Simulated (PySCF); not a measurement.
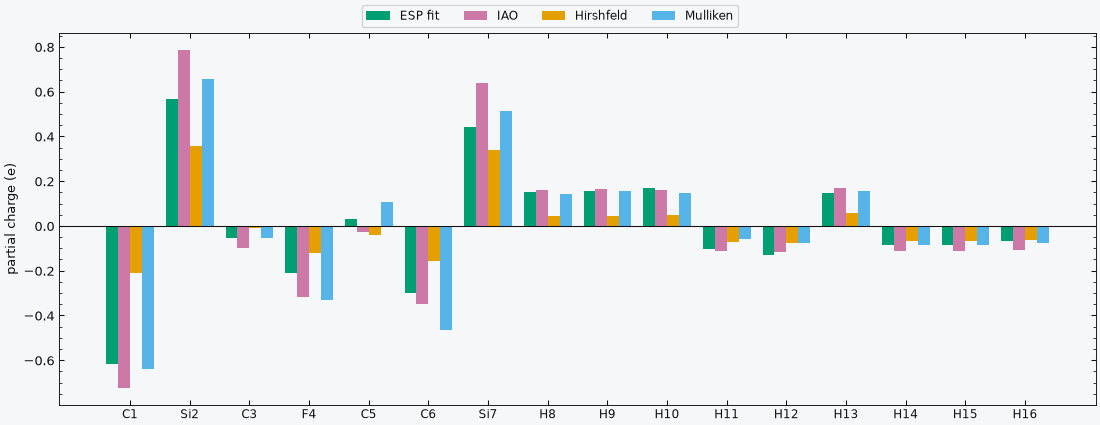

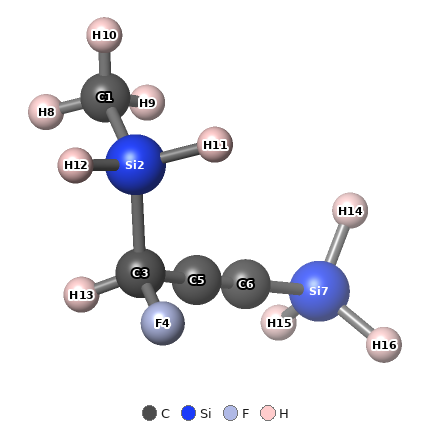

Atomic charges of C₄H₉FSi₂, SMILES C[SiH2][C@H](F)C#C[SiH3] by 4 schemes, PBE0/pcSseg-1, PySCF 2.14.0, at a GFN2-xTB geometry (no frequency check).

Q: On which atom do the schemes disagree most?

A: On C1: ESP fit −0.62, IAO −0.72, Hirshfeld −0.21, Mulliken −0.64 e.

Q: Which scheme gives the smallest charges overall?

A: Hirshfeld: mean absolute charge Hirshfeld 0.11, ESP fit 0.21, Mulliken 0.23, IAO 0.26 e.

Caveats: the tight-binding geometry is rougher than a DFT one and adds to the error; one conformer of a flexible molecule.
